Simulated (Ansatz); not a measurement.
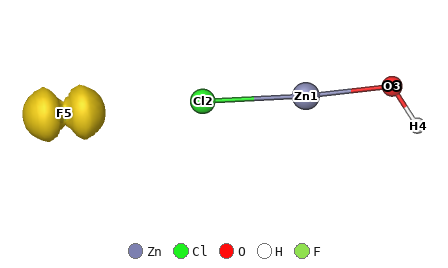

Figure 1: ClHOZn···F (doublet). Isosurfaces of the spin density at +0.2 (yellow) and −0.2 e/Å³ (cyan), seen across its widest extent.

The calculation used UKS BHLYP-D4/def2-mTZVP in Ansatz.

```xyz
5

Zn    0.0199   -0.0718   -0.0392
Cl   -0.0040    0.0143    2.0650
O     0.0111   -0.0400   -1.8083
H     0.2365   -0.8517   -2.2549
F    -0.0088    0.0317    4.9003
```

Question: Which atoms carry the spin?

Answer: The unpaired spin (1 electron) lies mostly on F5 (about 1.0), in electrons by Hirshfeld's partition. Only one sign reaches the isovalue.
